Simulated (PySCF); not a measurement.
**C₂H₃Al: a changed input and its effect**

System: C₂H₃Al (ethynylalumane).
Method of the first run: GIAO PBE0/pcSseg-1 NMR shielding, non-relativistic, gas phase (PySCF 2.14.0).

The geometry comes from this level: GFN2-xTB. Text and figures count atoms from 1; the logs count them from 0 in places.

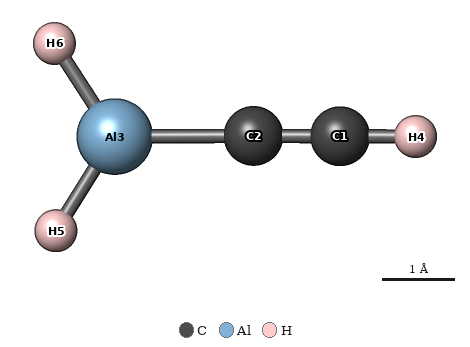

Figure 1. The input geometry (ball-and-stick view, seen on its broad side; atoms are numbered from 1 in the order of the input). Sticks mark near contacts. Bond lengths as drawn: Al–C 1.94 Å, Al–H 1.55 Å, C–C 1.21 Å and C–H 1.06 Å.

**The input, the first run**
```
{"job": {"kind": "nmr", "xc": "PBE0", "basis": "pcSseg-1", "pop": true}, "charge": 0, "multiplicity": 1}
C      1.865912    -0.224605    -0.123712
C      0.664532    -0.071923    -0.042359
Al    -1.261582     0.155430     0.085270
H      2.911390    -0.356820    -0.193979
H     -2.244900    -1.039640     0.001637
H     -1.932229     1.539548     0.277865
```

The first line tells a small driver script what to run in PySCF; the rest is the geometry in Å.

Launched with:
```bash
OMP_NUM_THREADS=1 python <driver script> task.json out
```

Hardware: 1 CPU thread, shared host.

**Output (the first run)**
```
coarse grid: 5656 points
cycle   1  E = -320.0751691341  dE =  5.824e-02  |g| = 3.599e-01  |ddm| = 2.341e+00
cycle   2  E = -320.0693092475  dE =  5.860e-03  |g| = 3.876e-01  |ddm| = 8.892e-01
cycle   3  E = -320.1080782569  dE = -3.877e-02  |g| = 1.091e-01  |ddm| = 3.936e-01
cycle   4  E = -320.1108726645  dE = -2.794e-03  |g| = 3.490e-02  |ddm| = 8.752e-02
cycle   5  E = -320.1112095319  dE = -3.369e-04  |g| = 3.445e-03  |ddm| = 3.472e-02
cycle   6  E = -320.1112130556  dE = -3.524e-06  |g| = 5.387e-04  |ddm| = 4.643e-03
final grid: 50424 points
cycle   7  E = -320.1298156061  dE = -8.310e-06  |g| = 3.084e-03  |ddm| = 1.804e-02
cycle   8  E = -320.1298156345  dE = -2.834e-08  |g| = 3.059e-03  |ddm| = 6.761e-03
cycle   9  E = -320.1298183955  dE = -2.761e-06  |g| = 1.713e-04  |ddm| = 3.168e-03
cycle  10  E = -320.1298184002  dE = -4.684e-09  |g| = 4.141e-05  |ddm| = 2.163e-04
cycle  11  E = -320.1298184001  dE =  9.015e-11  |g| = 4.209e-05  |ddm| = 5.548e-05
cycle  12  E = -320.1298184006  dE = -4.489e-10  |g| = 4.894e-06  |ddm| = 2.843e-05
converged SCF energy = -320.1298184006

GIAO shielding tensors (ppm)
atom      isotropic    diamagn.    paramagn.     s11        s22        s33       span
  0 C       75.279     259.250    -183.971     -8.516     -7.989    242.343    250.859
  1 C       88.353     254.190    -165.837    -12.999     -4.646    282.704    295.703
  2 Al     325.172     794.860    -469.689    223.370    345.026    407.118    183.748
  3 H       29.385      32.029      -2.644     24.665     24.878     38.610     13.945
  4 H       26.661      28.330      -1.669     24.549     24.814     30.619      6.069
  5 H       26.661      28.316      -1.655     24.556     24.799     30.629      6.073
```

The input of the second run differs as follows (lines with − go, lines with + come):
```diff
-"xc": "PBE0"
+"xc": "BLYP"
+"solvent": "acetonitrile"
```

Predict how the results change.

The total energies belong to different models, so their difference says nothing on which is more stable or more accurate. The HOMO goes from −8.06 to −6.68 eV. The LUMO goes from −1.90 to −2.16 eV. The dipole moment goes from 0.69 to 0.78 D. Of all shieldings, the largest change is that of C2, by −6.3 ppm. The functional changes from PBE0 to BLYP. The SCF takes 13 iterations against 12.

**Output (the second run)**
```
coarse grid: 5656 points
cycle   1  E = -320.2457258890  dE =  6.593e-02  |g| = 4.783e-01  |ddm| = 2.471e+00
cycle   2  E = -320.1615872414  dE =  8.414e-02  |g| = 7.052e-01  |ddm| = 1.206e+00
cycle   3  E = -320.3079560145  dE = -1.464e-01  |g| = 1.095e-01  |ddm| = 7.923e-01
cycle   4  E = -320.3094331579  dE = -1.477e-03  |g| = 8.666e-02  |ddm| = 1.241e-01
cycle   5  E = -320.3114284239  dE = -1.995e-03  |g| = 1.085e-02  |ddm| = 6.714e-02
cycle   6  E = -320.3114631866  dE = -3.476e-05  |g| = 1.136e-03  |ddm| = 9.773e-03
cycle   7  E = -320.3114634395  dE = -2.529e-07  |g| = 1.430e-04  |ddm| = 1.717e-03
final grid: 50424 points
cycle   8  E = -320.3381793341  dE = -1.019e-05  |g| = 3.247e-03  |ddm| = 1.960e-02
cycle   9  E = -320.3381764317  dE =  2.902e-06  |g| = 4.479e-03  |ddm| = 8.247e-03
cycle  10  E = -320.3381824007  dE = -5.969e-06  |g| = 5.656e-04  |ddm| = 4.927e-03
cycle  11  E = -320.3381824426  dE = -4.193e-08  |g| = 4.536e-04  |ddm| = 6.703e-04
cycle  12  E = -320.3381824946  dE = -5.197e-08  |g| = 2.589e-05  |ddm| = 2.917e-04
cycle  13  E = -320.3381824947  dE = -1.060e-10  |g| = 4.022e-06  |ddm| = 3.961e-05
converged SCF energy = -320.3381824947

GIAO shielding tensors (ppm)
atom      isotropic    diamagn.    paramagn.     s11        s22        s33       span
  0 C       73.199     256.771    -183.572    -13.669    -11.864    245.131    258.800
  1 C       82.095     251.340    -169.245    -21.056    -12.002    279.344    300.400
  2 Al     325.770     794.766    -468.996    238.530    341.036    397.745    159.215
  3 H       29.359      32.396      -3.037     24.586     24.823     38.667     14.081
  4 H       27.088      29.015      -1.927     24.959     25.213     31.093      6.134
  5 H       27.088      28.998      -1.911     24.961     25.198     31.104      6.142
```

**The two runs side by side**

| quantity | the first run | the second run |
| --- | --- | --- |
| outcome | converged | converged |
| total energy (hartree) | −320.129818 | −320.338182 |
| HOMO (eV) | −8.06 | −6.68 |
| LUMO (eV) | −1.90 | −2.16 |
| dipole moment (D) | 0.69 | 0.78 |
| shielding of C1 (ppm) | 75.3 | 73.2 |
| shielding of C2 (ppm) | 88.4 | 82.1 |
| shielding of Al3 (ppm) | 325.2 | 325.8 |
| shielding of H4 (ppm) | 29.4 | 29.4 |
| shielding of H5 (ppm) | 26.7 | 27.1 |
| shielding of H6 (ppm) | 26.7 | 27.1 |
| SCF iterations | 12 | 13 |
| basis functions | 73 | 73 |
| wall time (shared host) | 3.9 s | 4.3 s |
